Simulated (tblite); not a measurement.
**Geometry relaxation, with input and output: C$_{4}$H$_{9}$F$_{3}$Si$_{2}$ (part 4 of 4)**

The same run, continued: C$_{4}$H$_{9}$F$_{3}$Si$_{2}$, SMILES C[Si@H]1C[Si@@H](C(F)(F)F)C1; GFN2-xTB geometry optimisation, gas phase (tblite 0.8.0). It belongs to a series of runs on one base structure; here: constitutional isomer.

Geometry of the input (Å):
```
C  -2.5508  0.9915  0.2925
Si -1.3601  -0.1081  -0.5282
C  0.2213  0.8070  -1.0384
Si 1.1640  -0.7203  -0.4340
C  2.6847  -0.3145  0.4662
F  3.2064  -1.3887  1.0934
F  3.6446  0.1646  -0.3791
F  2.4825  0.6452  1.4054
C  -0.3068  -1.0694  0.7415
H  -3.0230  1.6807  -0.4194
H  -2.0929  1.6014  1.0710
H  -3.3723  0.4255  0.7677
H  -1.9228  -0.9707  -1.5789
H  0.4241  1.7094  -0.4612
H  0.3063  1.0187  -2.1080
H  1.2683  -1.7683  -1.4790
H  -0.5632  -2.1173  0.8659
H  -0.2191  -0.5802  1.7110
```

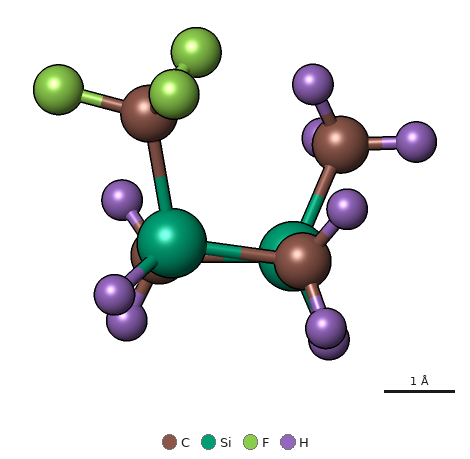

*The geometry at step 83 of the log (ball-and-stick view, seen at a tilt).*

Trajectory as extended XYZ, continued:
```
18
Properties=species:S:1:pos:R:3:forces:R:3 step=73 energy=-837.34056
C    -2.0010    1.2070    0.6819    0.0050   0.0080   0.0090
Si   -1.4791   -0.1210   -0.5609    0.0160   0.0140   0.0060
C     0.1148    0.3997   -1.5270   -0.0170   0.0340  -0.0250
Si    1.1764   -0.8404   -0.5415   -0.0170  -0.0320   0.0160
C     2.2765    0.0969    0.7688   -0.0520   0.0050  -0.0100
F     2.8577   -0.7379    1.6556    0.0110  -0.0100  -0.0260
F     3.2822    0.7941    0.1990   -0.0040  -0.0240   0.0030
F     1.5839    0.9895    1.5078   -0.0470   0.0230  -0.0020
C    -0.4173   -1.5028    0.2765    0.0250  -0.0330   0.0290
H    -2.4051    2.0832    0.1854   -0.0100   0.0030  -0.0040
H    -1.1417    1.5220    1.2674   -0.0170   0.0230   0.0220
H    -2.7562    0.8389    1.3686   -0.0070  -0.0010   0.0000
H    -2.5866   -0.6049   -1.3943    0.0360  -0.0020   0.0040
H     0.3838    1.4489   -1.4357    0.0320  -0.0220  -0.0030
H     0.0796    0.1799   -2.5899   -0.0010  -0.0080   0.0240
H     2.1328   -1.7305   -1.1966    0.0060  -0.0100  -0.0100
H    -0.6697   -2.5109   -0.0403    0.0070   0.0380  -0.0060
H    -0.4399   -1.5054    1.3636    0.0340  -0.0060  -0.0260
18
Properties=species:S:1:pos:R:3:forces:R:3 step=75 energy=-837.34291
C    -1.9827    1.2131    0.6942    0.0250   0.0130   0.0150
Si   -1.4696   -0.1147   -0.5545   -0.0180   0.0260   0.0870
C     0.1152    0.3891   -1.5373    0.0230   0.0260  -0.0150
Si    1.1782   -0.8428   -0.5450    0.0450  -0.0770   0.0010
C     2.2597    0.1056    0.7724   -0.0970  -0.0020  -0.0280
F     2.8366   -0.7164    1.6725    0.0360  -0.0320  -0.0250
F     3.2627    0.8156    0.2152    0.0090  -0.0250   0.0020
F     1.5417    0.9895    1.4969   -0.0510   0.0650   0.0220
C    -0.4136   -1.5123    0.2663   -0.0040  -0.0100   0.0230
H    -2.3876    2.0900    0.1997   -0.0030   0.0080  -0.0140
H    -1.1227    1.5288    1.2801   -0.0390   0.0010  -0.0040
H    -2.7388    0.8472    1.3814    0.0040  -0.0140  -0.0020
H    -2.5844   -0.5904   -1.3783   -0.0070  -0.0160  -0.0260
H     0.3937    1.4359   -1.4672    0.0280   0.0230  -0.0030
H     0.0688    0.1488   -2.5944    0.0000  -0.0050  -0.0110
H     2.1426   -1.7306   -1.1928    0.0050  -0.0010  -0.0070
H    -0.6726   -2.5107   -0.0732    0.0110   0.0170  -0.0070
H    -0.4360   -1.5393    1.3523    0.0310   0.0050  -0.0080
18
Properties=species:S:1:pos:R:3:forces:R:3 step=77 energy=-837.34586
C    -1.9672    1.2238    0.7104    0.0040   0.0150   0.0100
Si   -1.4553   -0.1022   -0.5377   -0.0260  -0.0150   0.0530
C     0.1186    0.3789   -1.5463    0.0670  -0.0090   0.0110
Si    1.1838   -0.8527   -0.5513    0.0460  -0.0430  -0.0510
C     2.2348    0.1141    0.7744   -0.0560  -0.0130  -0.0250
F     2.8124   -0.6982    1.6832    0.0180  -0.0280  -0.0090
F     3.2378    0.8325    0.2282    0.0030  -0.0060  -0.0060
F     1.4969    0.9919    1.4860   -0.0340   0.0560   0.0260
C    -0.4063   -1.5212    0.2570   -0.0430   0.0180   0.0030
H    -2.3741    2.0961    0.2094   -0.0090   0.0150   0.0030
H    -1.1138    1.5460    1.3012   -0.0260  -0.0090  -0.0090
H    -2.7256    0.8521    1.3919    0.0010   0.0040   0.0070
H    -2.5721   -0.5772   -1.3615   -0.0150  -0.0030  -0.0100
H     0.4152    1.4218   -1.5031    0.0120   0.0260  -0.0050
H     0.0462    0.1147   -2.5961    0.0190   0.0080  -0.0220
H     2.1653   -1.7314   -1.1864   -0.0030   0.0050  -0.0030
H    -0.6822   -2.5036   -0.1114    0.0160  -0.0310  -0.0040
H    -0.4230   -1.5790    1.3404    0.0270   0.0080   0.0310
18
Properties=species:S:1:pos:R:3:forces:R:3 step=79 energy=-837.34682
C    -1.9717    1.2264    0.7115   -0.0180   0.0100   0.0030
Si   -1.4532   -0.1001   -0.5316    0.0020  -0.0100  -0.0210
C     0.1229    0.3796   -1.5444    0.0120  -0.0250   0.0180
Si    1.1865   -0.8576   -0.5550   -0.0120  -0.0030  -0.0290
C     2.2306    0.1126    0.7724   -0.0010  -0.0020  -0.0010
F     2.8115   -0.7032    1.6775   -0.0110  -0.0020  -0.0060
F     3.2355    0.8277    0.2238   -0.0090   0.0000  -0.0050
F     1.4986    0.9938    1.4871   -0.0180   0.0090   0.0030
C    -0.4055   -1.5199    0.2588    0.0030   0.0090  -0.0170
H    -2.3794    2.0957    0.2059   -0.0140   0.0120   0.0160
H    -1.1235    1.5528    1.3059    0.0000  -0.0020   0.0010
H    -2.7307    0.8501    1.3896   -0.0090   0.0190   0.0100
H    -2.5663   -0.5786   -1.3620    0.0050   0.0100   0.0130
H     0.4225    1.4218   -1.5031    0.0150   0.0200   0.0050
H     0.0414    0.1174   -2.5941    0.0290   0.0040  -0.0210
H     2.1732   -1.7322   -1.1856   -0.0010  -0.0080  -0.0090
H    -0.6855   -2.5005   -0.1102    0.0090  -0.0480  -0.0040
H    -0.4158   -1.5795    1.3417    0.0210   0.0080   0.0450
18
Properties=species:S:1:pos:R:3:forces:R:3 step=81 energy=-837.34742
C    -1.9749    1.2258    0.7095   -0.0120   0.0090   0.0080
Si   -1.4529   -0.1019   -0.5319    0.0180   0.0240  -0.0250
C     0.1266    0.3806   -1.5433   -0.0480  -0.0070   0.0030
Si    1.1864   -0.8603   -0.5587   -0.0150  -0.0070   0.0190
C     2.2291    0.1106    0.7701    0.0060   0.0080   0.0080
F     2.8106   -0.7070    1.6740   -0.0180   0.0140  -0.0120
F     3.2342    0.8249    0.2201   -0.0120  -0.0070   0.0010
F     1.4999    0.9938    1.4866   -0.0080  -0.0200  -0.0140
C    -0.4063   -1.5198    0.2608    0.0450  -0.0120  -0.0170
H    -2.3828    2.0956    0.2047   -0.0130   0.0040   0.0100
H    -1.1279    1.5528    1.3051    0.0100   0.0000   0.0000
H    -2.7334    0.8498    1.3884   -0.0160   0.0130   0.0040
H    -2.5658   -0.5787   -1.3623   -0.0010   0.0030   0.0020
H     0.4248    1.4232   -1.4964    0.0220   0.0140   0.0150
H     0.0449    0.1268   -2.5952    0.0260  -0.0070  -0.0150
H     2.1753   -1.7334   -1.1868   -0.0020  -0.0140  -0.0120
H    -0.6856   -2.5039   -0.1014    0.0060  -0.0210   0.0070
H    -0.4108   -1.5724    1.3450    0.0130   0.0050   0.0170
18
Properties=species:S:1:pos:R:3:forces:R:3 step=83 energy=-837.34832
C    -1.9761    1.2266    0.7098    0.0070   0.0100   0.0180
Si   -1.4473   -0.1011   -0.5309    0.0040   0.0380   0.0230
C     0.1308    0.3799   -1.5441   -0.0430   0.0110  -0.0060
Si    1.1866   -0.8676   -0.5659    0.0180  -0.0070   0.0340
C     2.2213    0.1082    0.7652   -0.0030   0.0090   0.0050
F     2.8006   -0.7061    1.6730   -0.0020   0.0150  -0.0110
F     3.2248    0.8271    0.2185   -0.0020  -0.0130   0.0080
F     1.4849    0.9890    1.4773   -0.0110  -0.0150  -0.0090
C    -0.4027   -1.5230    0.2615    0.0350  -0.0020  -0.0080
H    -2.3848    2.0972    0.2068   -0.0060  -0.0060  -0.0020
H    -1.1303    1.5544    1.3069    0.0110   0.0020  -0.0030
H    -2.7346    0.8519    1.3897   -0.0130  -0.0030  -0.0080
H    -2.5617   -0.5745   -1.3572   -0.0270  -0.0160  -0.0280
H     0.4338    1.4208   -1.4890    0.0200   0.0150   0.0180
H     0.0499    0.1363   -2.5982    0.0100  -0.0160  -0.0190
H     2.1802   -1.7376   -1.1900   -0.0040  -0.0180  -0.0190
H    -0.6863   -2.5096   -0.0919    0.0030   0.0030   0.0170
H    -0.3979   -1.5657    1.3469    0.0010  -0.0050  -0.0100
18
Properties=species:S:1:pos:R:3:forces:R:3 step=85 energy=-837.34882
C    -1.9767    1.2281    0.7115    0.0020   0.0020   0.0060
Si   -1.4442   -0.0986   -0.5293   -0.0080   0.0060   0.0330
C     0.1316    0.3805   -1.5436    0.0200   0.0010  -0.0020
Si    1.1881   -0.8732   -0.5697    0.0080   0.0220  -0.0020
C     2.2165    0.1063    0.7613    0.0040   0.0020   0.0050
F     2.7946   -0.7041    1.6729    0.0090   0.0040   0.0000
F     3.2193    0.8287    0.2188    0.0050  -0.0050   0.0040
F     1.4725    0.9838    1.4688   -0.0140   0.0040   0.0010
C    -0.3982   -1.5236    0.2620   -0.0110   0.0150  -0.0010
H    -2.3864    2.0981    0.2080    0.0000  -0.0070  -0.0030
H    -1.1311    1.5560    1.3083    0.0090   0.0080   0.0050
H    -2.7361    0.8529    1.3903   -0.0050  -0.0060  -0.0080
H    -2.5572   -0.5748   -1.3565   -0.0240  -0.0140  -0.0230
H     0.4407    1.4198   -1.4827    0.0070   0.0050   0.0100
H     0.0528    0.1410   -2.5989   -0.0040  -0.0080  -0.0140
H     2.1810   -1.7426   -1.1951    0.0000  -0.0180  -0.0200
H    -0.6866   -2.5107   -0.0853    0.0000  -0.0010   0.0100
H    -0.3894   -1.5613    1.3476    0.0010  -0.0080  -0.0040
18
Properties=species:S:1:pos:R:3:forces:R:3 step=88 energy=-837.34918
C    -1.9826    1.2280    0.7101   -0.0060  -0.0020  -0.0040
Si   -1.4454   -0.0985   -0.5284    0.0100  -0.0080  -0.0090
C     0.1333    0.3851   -1.5396    0.0090  -0.0070   0.0000
Si    1.1888   -0.8739   -0.5718   -0.0120   0.0050  -0.0080
C     2.2206    0.1019    0.7579    0.0060   0.0000   0.0050
F     2.7987   -0.7072    1.6702    0.0070  -0.0020   0.0070
F     3.2235    0.8246    0.2165    0.0050   0.0050   0.0030
F     1.4736    0.9784    1.4640   -0.0030   0.0070   0.0030
C    -0.3968   -1.5190    0.2666   -0.0040   0.0000   0.0000
H    -2.3929    2.0966    0.2049   -0.0020  -0.0020  -0.0030
H    -1.1381    1.5579    1.3076    0.0050   0.0050   0.0080
H    -2.7430    0.8512    1.3867   -0.0010  -0.0010  -0.0020
H    -2.5502   -0.5842   -1.3646   -0.0040   0.0040   0.0040
H     0.4434    1.4240   -1.4699    0.0010  -0.0070   0.0010
H     0.0575    0.1517   -2.5970   -0.0080   0.0050   0.0020
H     2.1712   -1.7501   -1.2057   -0.0020  -0.0040  -0.0060
H    -0.6853   -2.5092   -0.0712   -0.0050  -0.0010  -0.0040
H    -0.3852   -1.5509    1.3522    0.0050   0.0030   0.0050
18
Properties=species:S:1:pos:R:3:forces:R:3 step=90 energy=-837.34923
C    -1.9850    1.2279    0.7094    0.0010   0.0000   0.0000
Si   -1.4447   -0.0985   -0.5281    0.0060   0.0010  -0.0070
C     0.1345    0.3858   -1.5390   -0.0090  -0.0010   0.0010
Si    1.1887   -0.8737   -0.5723    0.0020  -0.0120   0.0020
C     2.2227    0.1007    0.7574    0.0000   0.0010   0.0020
F     2.8007   -0.7086    1.6696    0.0050   0.0030   0.0020
F     3.2254    0.8236    0.2157    0.0030   0.0010   0.0060
F     1.4756    0.9775    1.4634    0.0000   0.0040   0.0030
C    -0.3968   -1.5182    0.2678    0.0070  -0.0020  -0.0010
H    -2.3955    2.0960    0.2034   -0.0050  -0.0030  -0.0040
H    -1.1422    1.5597    1.3084    0.0050   0.0000   0.0040
H    -2.7457    0.8505    1.3854   -0.0040  -0.0020  -0.0030
H    -2.5481   -0.5854   -1.3652   -0.0050   0.0050   0.0030
H     0.4443    1.4245   -1.4678    0.0040  -0.0020   0.0010
H     0.0577    0.1541   -2.5965   -0.0060   0.0030  -0.0010
H     2.1688   -1.7515   -1.2080   -0.0050   0.0000  -0.0030
H    -0.6855   -2.5089   -0.0688   -0.0040   0.0010  -0.0030
H    -0.3839   -1.5492    1.3535    0.0030   0.0040   0.0010
18
Properties=species:S:1:pos:R:3:forces:R:3 step=92 energy=-837.34929
C    -1.9889    1.2280    0.7084    0.0070   0.0010   0.0020
Si   -1.4433   -0.0978   -0.5276   -0.0050   0.0010   0.0020
C     0.1355    0.3865   -1.5380   -0.0080   0.0040   0.0020
Si    1.1891   -0.8746   -0.5729    0.0130  -0.0120   0.0040
C     2.2258    0.0988    0.7566   -0.0030   0.0020  -0.0010
F     2.8040   -0.7105    1.6689    0.0000   0.0060  -0.0030
F     3.2285    0.8220    0.2151    0.0010  -0.0030   0.0040
F     1.4786    0.9759    1.4623    0.0010   0.0000   0.0040
C    -0.3958   -1.5174    0.2693    0.0060   0.0010   0.0010
H    -2.4001    2.0947    0.2007   -0.0060  -0.0030  -0.0030
H    -1.1485    1.5625    1.3096    0.0050  -0.0020   0.0000
H    -2.7502    0.8492    1.3829   -0.0040  -0.0020  -0.0050
H    -2.5466   -0.5853   -1.3648   -0.0030   0.0030   0.0020
H     0.4464    1.4246   -1.4646    0.0040   0.0020   0.0010
H     0.0572    0.1577   -2.5959   -0.0010  -0.0010  -0.0040
H     2.1670   -1.7534   -1.2108   -0.0040   0.0000  -0.0010
H    -0.6862   -2.5081   -0.0660   -0.0010   0.0020   0.0010
H    -0.3812   -1.5464    1.3552    0.0000   0.0010  -0.0040
18
Properties=species:S:1:pos:R:3:forces:R:3 step=94 energy=-837.34932
C    -1.9908    1.2279    0.7078    0.0020   0.0000   0.0000
Si   -1.4433   -0.0976   -0.5275   -0.0050  -0.0040   0.0020
C     0.1356    0.3869   -1.5371    0.0030   0.0010   0.0000
Si    1.1898   -0.8754   -0.5730    0.0040   0.0020   0.0000
C     2.2276    0.0978    0.7561   -0.0010   0.0020   0.0000
F     2.8062   -0.7113    1.6683   -0.0030   0.0020  -0.0010
F     3.2305    0.8207    0.2149    0.0000  -0.0010  -0.0010
F     1.4807    0.9750    1.4620    0.0000  -0.0010   0.0030
C    -0.3950   -1.5166    0.2700   -0.0010   0.0010   0.0000
H    -2.4029    2.0935    0.1988   -0.0020   0.0000   0.0000
H    -1.1515    1.5634    1.3098    0.0020  -0.0010  -0.0010
H    -2.7529    0.8481    1.3809   -0.0010   0.0000  -0.0020
H    -2.5472   -0.5847   -1.3644    0.0020   0.0020   0.0030
H     0.4474    1.4247   -1.4623    0.0010   0.0000   0.0000
H     0.0572    0.1599   -2.5956    0.0000  -0.0010  -0.0010
H     2.1661   -1.7545   -1.2124    0.0000  -0.0020  -0.0020
H    -0.6864   -2.5074   -0.0639    0.0000   0.0010   0.0020
H    -0.3799   -1.5441    1.3559   -0.0010   0.0000  -0.0030
```

Summary:

| quantity | value |
| --- | --- |
| outcome | converged |
| total energy | −837.3493 eV |
| hardware | 1 CPU thread, shared host |
| wall time | 0.9 s |
| peak memory | 0.18 GiB |
